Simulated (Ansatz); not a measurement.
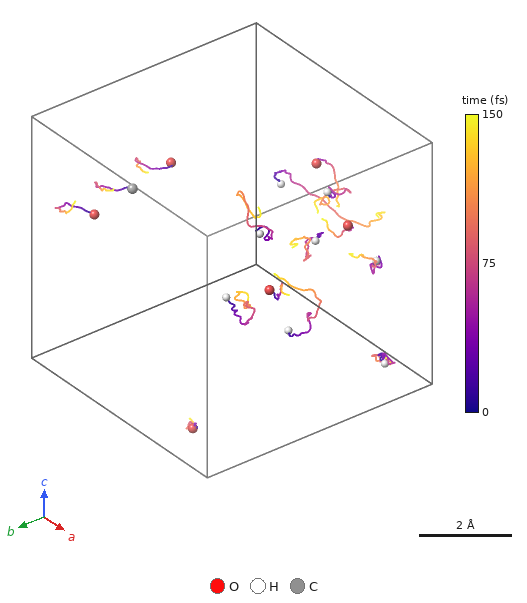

First-principles dynamics of a periodic cell with 4 H2O + 1 CO2 at 0.797 g/cm³, 150 fs long. Lines trace each atom's path, coloured by time; spheres stand at the starting positions. Seen from a free direction in the simulation cell.

Computed with Ansatz 0.2.0, DFT PBE-D3(BJ), scalar-relativistic, plane waves, PAW. Run with plane-wave cutoff 420 eV; k-point mesh 1 × 1 × 1; Fermi-Dirac smearing 0.02 eV; low-accuracy preset; Langevin thermostat (NVT); set temperature 1000 K; time step 0.5 fs; H given the mass 2.014 u; friction 0.02 per fs.

> What do the traces tell about the motion?

In the second half of the run the atoms are, in the root-mean-square, this far from where they began (common drift taken out): H 0.93 Å, C 0.78 Å, O 0.64 Å. The heavy atoms stay within a fraction of a molecule's size of their starting places; so short a run doesn't tell a liquid from a solid. Over the second half the temperature averages 873 K (spread ±92 K). The potential energy in the second half lies on average 113 meV per atom above the first frame.

Limits of the set-up: the program's low-accuracy preset was used; masses were changed (H 2.014 u), which shifts the vibrations; the periodic images lie only 6.2 Å apart, so the values are limited by the cell's size.

The run took 9.5 min on 1 thread of Arm Neoverse N1, on a shared host, peak memory 0.35 GiB.
